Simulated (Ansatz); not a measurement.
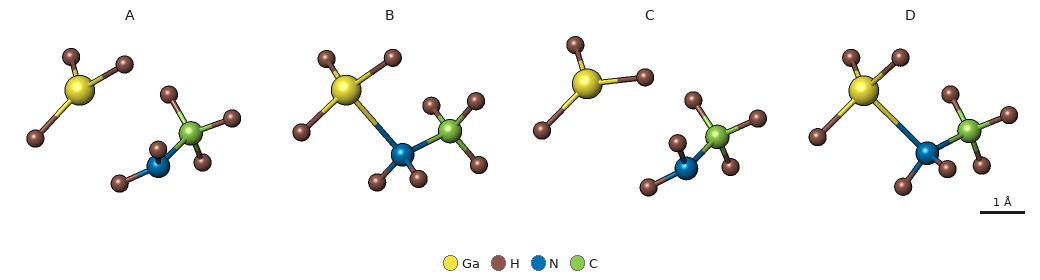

4 geometries from one relaxation of CH$_{8}$GaN, in shuffled order. The picture is a ball-and-stick view, seen at a tilt.

The run prepares an end point of a later path (reaction) calculation, from a guessed geometry.

All numbers below come from RKS PBE-D4/def2-SVP (Ansatz 0.2.0). (no spin polarisation; force threshold 0.03 eV/Å; at most 50 steps)

Q: Order the frames from highest to lowest energy.

A: C, A, D, B. They are steps 0, 3, 7, 12, at +25.9 kcal/mol, +20.5 kcal/mol, +1.85 kcal/mol relative to the last. The energy falls by 25.9 kcal/mol in 12 geometry steps. The largest force component goes from 0.74 to 0.025 eV/Å. An H atom moves most after the best rigid fit: 0.84 Å. By element the largest moves are H 0.84 Å, N 0.64 Å, Ga 0.47 Å, C 0.24 Å. Near-neighbour distances that change, for instance: Ga–N 3.121 → 2.159 Å, Ga–H 1.575 → 1.593 Å, C–N 1.457 → 1.474 Å, H–N 1.047 → 1.029 Å. New bonds form, among them: Ga–N (3.12 → 2.16 Å). Among the angles between lasting bonds that change: N–C–H 116.0° → 108.9°, N–C–H 109.7° → 113.1°, H–N–C 114.2° → 110.9°. Cost: 11 s on 2 threads of AMD EPYC 9R45 96-Core Processor (Zen 5), on a shared host, peak memory 0.16 GiB.
